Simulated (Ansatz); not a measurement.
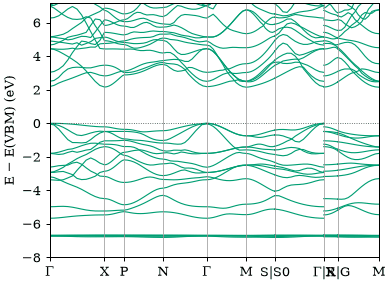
Figure. Band structure from the program Ansatz at the r²SCAN level (PAW)

Question: Read off the gap and where the band edges lie.

Answer: About 2.2 eV (2.15 eV by a search for the band edges); maximum at Γ, minimum at M.

Question: Which of these materials gives this?
(A) Sr2ZnWO6, I4/m (Pearson symbol tI20)
(B) MnCd4Te5, I-4 (Mn on 2c, Cd on 8g, Te on 8g, Te on 2b)
(C) Rb2SnHgTe4, I-42m (Rb on 4c, Sn on 2b, Hg on 2a, Te on 8i)
(D) Al2ZnTe4, I-4 (Al on 2d, Al on 2b, Zn on 2a, Te on 8g)

Answer: D, Al2ZnTe4, I-4 (Al on 2d, Al on 2b, Zn on 2a, Te on 8g)

The first step of the workflow began from a Materials Project structure, measured or hypothetical; the Crystallography Open Database files this formula in space group No. 82, but the cells were not matched. Its standing as an ambient phase is unchecked. The cell was relaxed with r²SCAN under the symmetry of its start; whether a distortion lowers the energy is not shown. Scalar-relativistic: spin–orbit coupling is off unless named, which matters more the heavier the elements.

Potentials: the later of the program's two PAW sets.
